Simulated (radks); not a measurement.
# Filling a jellium sphere with rs = 4.67 bohr: electrons 14 to 17, part 1 of 2

Which level does each new electron take in a jellium sphere with rs = 4.67 bohr, and at which counts is the cluster hardest to charge further? Each count tries a few candidate levels and keeps the lowest. The background charge grows with the count, so each cluster is neutral; its cation and anion are computed too.

The numbers are computed with radks (version 2): non-relativistic spin-polarised Kohn-Sham, PBEsol, spherically averaged shells.

**1. What is given**

```
well                     : a jellium sphere with rs = 4.67 bohr
functional               : PBEsol
levels                   : named by radial order: 1s, 1p, 1d, 2s, 1f and so on
units                    : hartree and bohr; summary energies in eV
configuration carried in : 1s2 1p6 1d(up 4, down 1) (N = 13, energy -0.846404)
```

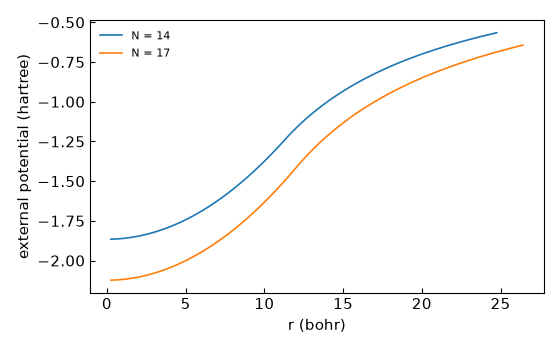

The external potential that the electrons feel, for the smallest and largest background.

The runs follow, count by count.

**2. N = 14**

Trying: add 1d up. The run's settings:

```ini
kind = jellium
xc = PBESOL
rs = 4.67  # bohr
electrons = 14
background = 14  # e
configuration = 1s2 1p6 1d(up 5, down 1)
```

Launch:

```bash
> python run_model.py task.json out
```

task.json names the series; the program runs every candidate in turn, and a move starts from the lowest state found so far. In the records, mag is the spin moment and err the last SCF error.

The program writes no log. Results of the run, from its result record (rounded, main fields):

```text
{
  "status": "converged",
  "energy_total [hartree]": -0.92508304,
  "energy_kinetic [hartree]": 0.7031481,
  "energy_external [hartree]": -20.67678,
  "energy_hartree [hartree]": 10.25081,
  "energy_xc [hartree]": -1.650613,
  "energy_background [hartree]": 10.44835,
  "orbitals [level, occupation, hartree, mean radius in bohr]": [
    ["1s up", 1, -0.153544, 7.32873],
    ["1p up", 3, -0.129495, 8.51634],
    ["1d up", 5, -0.0979493, 9.42001],
    ["1s down", 1, -0.14736, 6.6348],
    ["1p down", 3, -0.118048, 8.21054],
    ["1d down", 1, -0.0841254, 9.31011]
  ],
  "r2_mean [bohr^2]": 80.43455,
  "mag [bohr magneton]": 4,
  "err": 1.4e-09,
  "spill_out [electrons]": 1.943349
}
```

Trying: add 1d down. Changed: configuration = 1s2 1p6 1d(up 4, down 2).

Result:

```text
{
  "status": "converged",
  "energy_total [hartree]": -0.914848664,
  "energy_kinetic [hartree]": 0.70026,
  "energy_external [hartree]": -20.66962,
  "energy_hartree [hartree]": 10.24399,
  "energy_xc [hartree]": -1.637833,
  "energy_background [hartree]": 10.44835,
  "orbitals [level, occupation, hartree, mean radius in bohr]": [
    ["1s up", 1, -0.152649, 7.16579],
    ["1p up", 3, -0.127462, 8.45769],
    ["1d up", 4, -0.0954704, 9.4076],
    ["1s down", 1, -0.1496, 6.82471],
    ["1p down", 3, -0.121852, 8.3121],
    ["1d down", 2, -0.0887376, 9.35724]
  ],
  "r2_mean [bohr^2]": 80.56487,
  "mag [bohr magneton]": 2,
  "err": 6.1e-10,
  "spill_out [electrons]": 1.957423
}
```

Trying: add 2s up. Changed: configuration = 1s2 1p6 1d(up 4, down 1) 2s(up 1, down 0).

Result:

```text
{
  "status": "converged",
  "energy_total [hartree]": -0.90867761,
  "energy_kinetic [hartree]": 0.7023287,
  "energy_external [hartree]": -20.64729,
  "energy_hartree [hartree]": 10.22166,
  "energy_xc [hartree]": -1.633728,
  "energy_background [hartree]": 10.44835,
  "orbitals [level, occupation, hartree, mean radius in bohr]": [
    ["1s up", 1, -0.155544, 7.25567],
    ["1p up", 3, -0.130998, 8.54707],
    ["1d up", 4, -0.0996811, 9.46064],
    ["2s up", 1, -0.0834241, 7.73158],
    ["1s down", 1, -0.144005, 7.41095],
    ["1p down", 3, -0.120579, 8.41781],
    ["1d down", 1, -0.0882802, 9.3344]
  ],
  "r2_mean [bohr^2]": 81.03076,
  "mag [bohr magneton]": 4,
  "err": 1.2e-09,
  "spill_out [electrons]": 2.082152
}
```

Trying: move 1d down to 2s up (1s2 1p6 1d(up 5, down 0) 2s(up 1, down 0)): the run did not converge.

Trying: move 1d down to 2s down. Changed: configuration = 1s2 1p6 1d(up 5, down 0) 2s(up 0, down 1).

Result:

```text
{
  "status": "converged",
  "energy_total [hartree]": -0.916613607,
  "energy_kinetic [hartree]": 0.7083961,
  "energy_external [hartree]": -20.65477,
  "energy_hartree [hartree]": 10.22818,
  "energy_xc [hartree]": -1.646764,
  "energy_background [hartree]": 10.44835,
  "orbitals [level, occupation, hartree, mean radius in bohr]": [
    ["1s up", 1, -0.152507, 7.80723],
    ["1p up", 3, -0.131655, 8.6153],
    ["1d up", 5, -0.100869, 9.40768],
    ["1s down", 1, -0.14684, 6.73363],
    ["1p down", 3, -0.118383, 8.32075],
    ["2s down", 1, -0.0763349, 8.00537]
  ],
  "r2_mean [bohr^2]": 80.88801,
  "mag [bohr magneton]": 4,
  "err": 1.5e-09,
  "spill_out [electrons]": 2.050252
}
```

The cation, at the same background. Changed: electrons = 13, configuration = 1s2 1p6 1d(up 5, down 0).

Result:

```text
{
  "status": "converged",
  "energy_total [hartree]": -0.802828329,
  "energy_kinetic [hartree]": 0.6776919,
  "energy_external [hartree]": -19.49133,
  "energy_hartree [hartree]": 9.119677,
  "energy_xc [hartree]": -1.557218,
  "energy_background [hartree]": 10.44835,
  "orbitals [level, occupation, hartree, mean radius in bohr]": [
    ["1s up", 1, -0.237203, 7.3205],
    ["1p up", 3, -0.213179, 8.36012],
    ["1d up", 5, -0.180469, 9.16372],
    ["1s down", 1, -0.228283, 6.4273],
    ["1p down", 3, -0.197037, 7.94198]
  ],
  "r2_mean [bohr^2]": 75.39597,
  "mag [bohr magneton]": 5,
  "err": 1.8e-09,
  "spill_out [electrons]": 1.390695
}
```

The anion, at the same background. Changed: electrons = 15, configuration = 1s2 1p6 1d(up 5, down 2).

Result:

```text
{
  "status": "converged",
  "energy_total [hartree]": -0.972114636,
  "energy_kinetic [hartree]": 0.7198521,
  "energy_external [hartree]": -21.79867,
  "energy_hartree [hartree]": 11.39857,
  "energy_xc [hartree]": -1.740222,
  "energy_background [hartree]": 10.44835,
  "orbitals [level, occupation, hartree, mean radius in bohr]": [
    ["1s up", 1, -0.0744601, 7.31141],
    ["1p up", 3, -0.0502547, 8.66776],
    ["1d up", 5, -0.0197958, 9.71208],
    ["1s down", 1, -0.0704281, 6.80363],
    ["1p down", 3, -0.0425628, 8.45558],
    ["1d down", 2, -0.0105972, 9.65865]
  ],
  "r2_mean [bohr^2]": 86.07604,
  "mag [bohr magneton]": 3,
  "err": 1.9e-09,
  "spill_out [electrons]": 2.633053
}
```

| candidate | configuration | above the lowest (eV) |
| --- | --- | --- |
| add 1d up | 1s2 1p6 1d(up 5, down 1) | lowest |
| add 1d down | 1s2 1p6 1d(up 4, down 2) | 0.278 |
| add 2s up | 1s2 1p6 1d(up 4, down 1) 2s(up 1, down 0) | 0.446 |
| move 1d down to 2s up | 1s2 1p6 1d(up 5, down 0) 2s(up 1, down 0) | not converged |
| move 1d down to 2s down | 1s2 1p6 1d(up 5, down 0) 2s(up 0, down 1) | 0.230 |

Lowest: 1s2 1p6 1d(up 5, down 1).

**3. Electron number 15**

Trying: add 1d down. The run's settings:

```ini
kind = jellium
xc = PBESOL
rs = 4.67  # bohr
electrons = 15
background = 15  # e
configuration = 1s2 1p6 1d(up 5, down 2)
```

The program writes no log. Results of the run, from its result record (rounded, main fields):

```text
{
  "status": "converged",
  "energy_total [hartree]": -0.994728019,
  "energy_kinetic [hartree]": 0.7459369,
  "energy_external [hartree]": -23.20996,
  "energy_hartree [hartree]": 11.51259,
  "energy_xc [hartree]": -1.76489,
  "energy_background [hartree]": 11.72159,
  "orbitals [level, occupation, hartree, mean radius in bohr]": [
    ["1s up", 1, -0.153763, 7.34137],
    ["1p up", 3, -0.129776, 8.62574],
    ["1d up", 5, -0.0990247, 9.55832],
    ["1s down", 1, -0.149491, 6.83278],
    ["1p down", 3, -0.121851, 8.41724],
    ["1d down", 2, -0.0895655, 9.48902]
  ],
  "r2_mean [bohr^2]": 83.94933,
  "mag [bohr magneton]": 3,
  "err": 1.7e-09,
  "spill_out [electrons]": 2.028784
}
```

Trying: add 2s up. Changed: configuration = 1s2 1p6 1d(up 5, down 1) 2s(up 1, down 0).

Result:

```text
{
  "status": "converged",
  "energy_total [hartree]": -0.991157972,
  "energy_kinetic [hartree]": 0.748886,
  "energy_external [hartree]": -23.1912,
  "energy_hartree [hartree]": 11.49245,
  "energy_xc [hartree]": -1.762885,
  "energy_background [hartree]": 11.72159,
  "orbitals [level, occupation, hartree, mean radius in bohr]": [
    ["1s up", 1, -0.156485, 7.40797],
    ["1p up", 3, -0.13295, 8.70398],
    ["1d up", 5, -0.10276, 9.60249],
    ["2s up", 1, -0.0866069, 7.73082],
    ["1s down", 1, -0.143276, 7.48922],
    ["1p down", 3, -0.120311, 8.53985],
    ["1d down", 1, -0.0889287, 9.4705]
  ],
  "r2_mean [bohr^2]": 84.31075,
  "mag [bohr magneton]": 5,
  "err": 1.8e-09,
  "spill_out [electrons]": 2.139615
}
```

Trying: add 2s down. Changed: configuration = 1s2 1p6 1d(up 5, down 1) 2s(up 0, down 1).

Result:

```text
{
  "status": "converged",
  "energy_total [hartree]": -0.986188128,
  "energy_kinetic [hartree]": 0.7519153,
  "energy_external [hartree]": -23.18907,
  "energy_hartree [hartree]": 11.48977,
  "energy_xc [hartree]": -1.760394,
  "energy_background [hartree]": 11.72159,
  "orbitals [level, occupation, hartree, mean radius in bohr]": [
    ["1s up", 1, -0.15218, 7.89533],
    ["1p up", 3, -0.131754, 8.74098],
    ["1d up", 5, -0.101843, 9.54873],
    ["1s down", 1, -0.149227, 6.91665],
    ["1p down", 3, -0.122262, 8.51364],
    ["1d down", 1, -0.0907032, 9.57194],
    ["2s down", 1, -0.081547, 7.9863]
  ],
  "r2_mean [bohr^2]": 84.33876,
  "mag [bohr magneton]": 3,
  "err": 1.6e-09,
  "spill_out [electrons]": 2.129138
}
```

Trying: move 1d down to 2s up: the same state as a run above.

Trying: move 1d down to 2s down: the same state as a run above.

Trying: move 1d up to 1d down. Changed: configuration = 1s2 1p6 1d(up 4, down 3).

Result:

```text
{
  "status": "converged",
  "energy_total [hartree]": -0.98846805,
  "energy_kinetic [hartree]": 0.7442296,
  "energy_external [hartree]": -23.20554,
  "energy_hartree [hartree]": 11.5084,
  "energy_xc [hartree]": -1.757142,
  "energy_background [hartree]": 11.72159,
  "orbitals [level, occupation, hartree, mean radius in bohr]": [
    ["1s up", 1, -0.152708, 7.1787],
    ["1p up", 3, -0.127613, 8.56667],
    ["1d up", 4, -0.0964327, 9.54345],
    ["1s down", 1, -0.151294, 7.01086],
    ["1p down", 3, -0.125, 8.49929],
    ["1d down", 3, -0.093326, 9.52169]
  ],
  "r2_mean [bohr^2]": 84.02329,
  "mag [bohr magneton]": 1,
  "err": 1.8e-09,
  "spill_out [electrons]": 2.037549
}
```

The cation, at the same background. Changed: electrons = 14, configuration = 1s2 1p6 1d(up 5, down 1).

Result:

```text
{
  "status": "converged",
  "energy_total [hartree]": -0.867184903,
  "energy_kinetic [hartree]": 0.7219181,
  "energy_external [hartree]": -21.96494,
  "energy_hartree [hartree]": 10.32105,
  "energy_xc [hartree]": -1.666802,
  "energy_background [hartree]": 11.72159,
  "orbitals [level, occupation, hartree, mean radius in bohr]": [
    ["1s up", 1, -0.235769, 7.34227],
    ["1p up", 3, -0.211838, 8.48003],
    ["1d up", 5, -0.180039, 9.3178],
    ["1s down", 1, -0.229307, 6.65224],
    ["1p down", 3, -0.200141, 8.18059],
    ["1d down", 1, -0.165959, 9.20013]
  ],
  "r2_mean [bohr^2]": 79.11222,
  "mag [bohr magneton]": 4,
  "err": 1.9e-09,
  "spill_out [electrons]": 1.481266
}
```

The anion, at the same background. Changed: electrons = 16, configuration = 1s2 1p6 1d(up 5, down 3).

Result:

```text
{
  "status": "converged",
  "energy_total [hartree]": -1.04737146,
  "energy_kinetic [hartree]": 0.7617569,
  "energy_external [hartree]": -24.39275,
  "energy_hartree [hartree]": 12.72049,
  "energy_xc [hartree]": -1.858458,
  "energy_background [hartree]": 11.72159,
  "orbitals [level, occupation, hartree, mean radius in bohr]": [
    ["1s up", 1, -0.0759787, 7.31688],
    ["1p up", 3, -0.0518161, 8.7672],
    ["1d up", 5, -0.0220459, 9.83102],
    ["1s down", 1, -0.0734661, 6.983],
    ["1p down", 3, -0.0470092, 8.63719],
    ["1d down", 3, -0.0163575, 9.80115]
  ],
  "r2_mean [bohr^2]": 89.33224,
  "mag [bohr magneton]": 2,
  "err": 7.1e-10,
  "spill_out [electrons]": 2.706617
}
```

| candidate | configuration | above the lowest (eV) |
| --- | --- | --- |
| add 1d down | 1s2 1p6 1d(up 5, down 2) | lowest |
| add 2s up | 1s2 1p6 1d(up 5, down 1) 2s(up 1, down 0) | 0.0971 |
| add 2s down | 1s2 1p6 1d(up 5, down 1) 2s(up 0, down 1) | 0.232 |
| move 1d down to 2s up | 1s2 1p6 1d(up 5, down 1) 2s(up 1, down 0) | 0.0971 |
| move 1d down to 2s down | 1s2 1p6 1d(up 5, down 1) 2s(up 0, down 1) | 0.232 |
| move 1d up to 1d down | 1s2 1p6 1d(up 4, down 3) | 0.170 |

Lowest: 1s2 1p6 1d(up 5, down 2).

From the same record, its empty bound levels (hartree) and its density (bohr, e/bohr³):

```text
empty: [["2s up", -0.082554], ["1f up", -0.063068], ["2p up", -0.043323], ["2s down", -0.080301], ["1f down", -0.053109], ["2p down", -0.038987]]
r: [0.3665, 1.287, 2.208, 3.129, 4.05, 4.971, 5.892, 6.813, 7.734, 8.655, 9.576, 10.5, 11.42, 12.34, 13.26, 14.18, 15.1, 16.02, 16.94, 17.86]
n: [0.001204, 0.001287, 0.001461, 0.00172, 0.002043, 0.002391, 0.002699, 0.002882, 0.002852, 0.002559, 0.002036, 0.001407, 0.0008387, 0.0004347, 0.0002029, 8.916e-05, 3.809e-05, 1.599e-05, 6.63e-06, 2.718e-06]
```

**4. Electron number 16**

Trying: add 1d down (1s2 1p6 1d(up 5, down 3)): the run did not converge.

Trying: add 2s up. The run's settings:

```ini
kind = jellium
xc = PBESOL
rs = 4.67  # bohr
electrons = 16
background = 16  # e
configuration = 1s2 1p6 1d(up 5, down 2) 2s(up 1, down 0)
```

The program writes no log. Results of the run, from its result record (rounded, main fields):

```text
{
  "status": "converged",
  "energy_total [hartree]": -1.0641242,
  "energy_kinetic [hartree]": 0.791573,
  "energy_external [hartree]": -25.84436,
  "energy_hartree [hartree]": 12.81493,
  "energy_xc [hartree]": -1.878993,
  "energy_background [hartree]": 13.05272,
  "orbitals [level, occupation, hartree, mean radius in bohr]": [
    ["1s up", 1, -0.156198, 7.4346],
    ["1p up", 3, -0.13283, 8.81815],
    ["1d up", 5, -0.103417, 9.74159],
    ["2s up", 1, -0.0893785, 7.79516],
    ["1s down", 1, -0.145366, 7.69315],
    ["1p down", 3, -0.123632, 8.73069],
    ["1d down", 2, -0.0936137, 9.6405]
  ],
  "r2_mean [bohr^2]": 87.65516,
  "mag [bohr magneton]": 4,
  "err": 6.7e-10,
  "spill_out [electrons]": 2.207067
}
```

Trying: add 2s down. Changed: configuration = 1s2 1p6 1d(up 5, down 2) 2s(up 0, down 1).

Result:

```text
{
  "status": "converged",
  "energy_total [hartree]": -1.06078744,
  "energy_kinetic [hartree]": 0.7937286,
  "energy_external [hartree]": -25.84278,
  "energy_hartree [hartree]": 12.81304,
  "energy_xc [hartree]": -1.877493,
  "energy_background [hartree]": 13.05272,
  "orbitals [level, occupation, hartree, mean radius in bohr]": [
    ["1s up", 1, -0.151642, 7.97887],
    ["1p up", 3, -0.131605, 8.86425],
    ["1d up", 5, -0.102517, 9.68785],
    ["1s down", 1, -0.151083, 7.0776],
    ["1p down", 3, -0.125337, 8.68744],
    ["1d down", 2, -0.0950282, 9.7234],
    ["2s down", 1, -0.0858749, 7.98515]
  ],
  "r2_mean [bohr^2]": 87.67519,
  "mag [bohr magneton]": 2,
  "err": 1.3e-09,
  "spill_out [electrons]": 2.200577
}
```

Trying: move 2s up to 1d down (1s2 1p6 1d(up 5, down 3)): the run did not converge.

The cation, at the same background. Changed: electrons = 15, configuration = 1s2 1p6 1d(up 5, down 2).

Result:

```text
{
  "status": "converged",
  "energy_total [hartree]": -0.93766146,
  "energy_kinetic [hartree]": 0.7646193,
  "energy_external [hartree]": -24.55947,
  "energy_hartree [hartree]": 11.58556,
  "energy_xc [hartree]": -1.781089,
  "energy_background [hartree]": 13.05272,
  "orbitals [level, occupation, hartree, mean radius in bohr]": [
    ["1s up", 1, -0.234189, 7.35836],
    ["1p up", 3, -0.210334, 8.59573],
    ["1d up", 5, -0.179383, 9.46597],
    ["1s down", 1, -0.229751, 6.85088],
    ["1p down", 3, -0.202254, 8.39009],
    ["1d down", 2, -0.169757, 9.39049]
  ],
  "r2_mean [bohr^2]": 82.67574,
  "mag [bohr magneton]": 3,
  "err": 1.8e-09,
  "spill_out [electrons]": 1.564497
}
```

The anion, at the same background. Changed: electrons = 17, configuration = 1s2 1p6 1d(up 5, down 3) 2s(up 1, down 0).

Result:

```text
{
  "status": "converged",
  "energy_total [hartree]": -1.1212976,
  "energy_kinetic [hartree]": 0.8057099,
  "energy_external [hartree]": -27.08254,
  "energy_hartree [hartree]": 14.07653,
  "energy_xc [hartree]": -1.973719,
  "energy_background [hartree]": 13.05272,
  "orbitals [level, occupation, hartree, mean radius in bohr]": [
    ["1s up", 1, -0.0796661, 7.41112],
    ["1p up", 3, -0.0561522, 8.95503],
    ["1d up", 5, -0.0276219, 9.99667],
    ["2s up", 1, -0.0168807, 8.24219],
    ["1s down", 1, -0.0711444, 7.82017],
    ["1p down", 3, -0.0500817, 8.92075],
    ["1d down", 3, -0.0213233, 9.91226]
  ],
  "r2_mean [bohr^2]": 92.88129,
  "mag [bohr magneton]": 3,
  "err": 1.7e-09,
  "spill_out [electrons]": 2.880346
}
```

| candidate | configuration | above the lowest (eV) |
| --- | --- | --- |
| add 1d down | 1s2 1p6 1d(up 5, down 3) | not converged |
| add 2s up | 1s2 1p6 1d(up 5, down 2) 2s(up 1, down 0) | lowest |
| add 2s down | 1s2 1p6 1d(up 5, down 2) 2s(up 0, down 1) | 0.0908 |
| move 2s up to 1d down | 1s2 1p6 1d(up 5, down 3) | not converged |

The series goes on from 1s2 1p6 1d(up 5, down 2) 2s(up 1, down 0). A lower level of this configuration still has room, so it may not be the ground state.

(Continued in part 2 of 2.)
